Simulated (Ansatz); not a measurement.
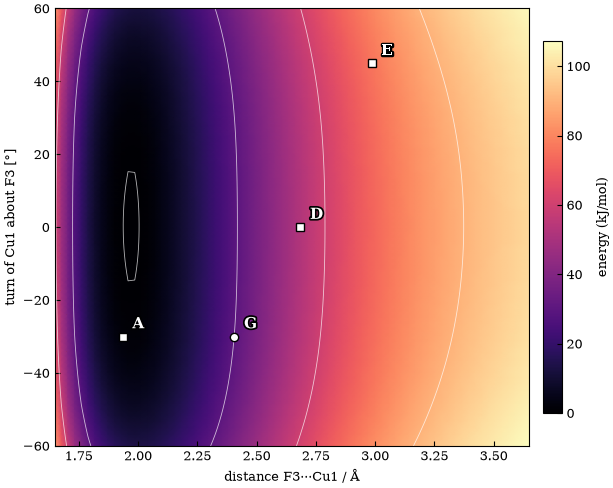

CuFH₃Si, charge +1. The turn is about an axis along (−0.92, −0.38, −0.03) in the frame of the relaxed pair, normal to the line between the partners. First axis: distance F3···Cu1. Second axis: turn of Cu1 about F3. The grid has 9 × 9 points. Points are written as (first, second). Energies: kJ/mol, counted from the lowest grid point. Level of theory: RKS B3LYP-D4/def2-TZVPD (Ansatz 0.2.0).

In the figure: a smooth colour map with a few white contour lines, lettered points. Between grid points the surface is interpolated.

Rank the lettered points by energy, lowest first.

Answer. A (2.0 kJ/mol), G (30 kJ/mol), D (52 kJ/mol), E (76 kJ/mol).

What kind of point is each of D, E, G: minimum, saddle, maximum or slope?

Answer. D: on a slope; E: on a slope; G: on a slope. (In these two coordinates alone; a stationary point may lie a little off the grid point.)
